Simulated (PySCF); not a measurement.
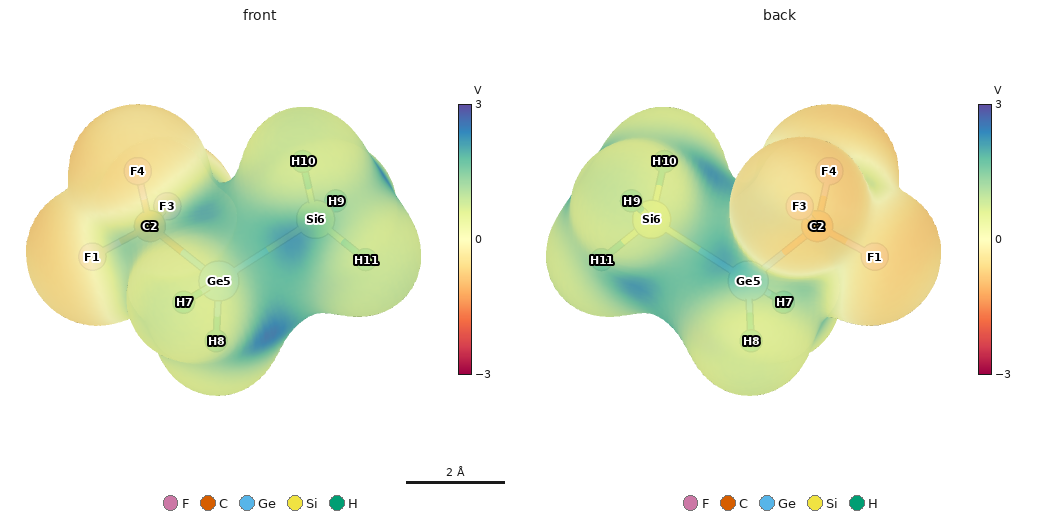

*CH$_{5}$F$_{3}$GeSi (SMILES F[C](F)(F)[GeH2][SiH3]). The electrostatic potential painted on the density surface at 0.004 e/bohr³, seen from the front and from behind; the colour scale runs from red (negative) to blue (positive).*

Geometry: GFN2-xTB.

Method: wB97X-D/def2-SVPD, SCF density, gas phase in PySCF 2.14.0.

The calculation's input:

```
{"job": {"kind": "uv", "xc": "wB97X-D", "basis": "def2-SVPD", "nstates": 8, "ntriplets": 3}, "charge": 0, "multiplicity": 1}
F      2.821026    -0.388378     0.266561
C      1.558773    -0.113531     0.635915
F      1.259602    -0.976342     1.632701
F      1.588261     1.112054     1.205799
Ge     0.237579    -0.213116    -0.869253
Si    -1.905960     0.293602    -0.027021
H      0.898401     0.698625    -1.873929
H      0.539693    -1.590002    -1.407687
H     -2.246274    -0.684263     1.005070
H     -1.881284     1.643233     0.534345
H     -2.864393     0.220788    -1.128465
```

Run with:

```sh
OMP_NUM_THREADS=1 python probes_run.py task.json out
```

Q: Which sites attract a positive test charge, and which a negative one?

A: A positive charge is drawn to the negative regions and a negative charge to the positive ones. The most negative region (about −0.8 V) lies over F1, F3 and F4, the most positive (about +2.4 V) over Ge5.

Q: What dipole moment does the calculation give?

A: Its dipole moment is 3.10 D.
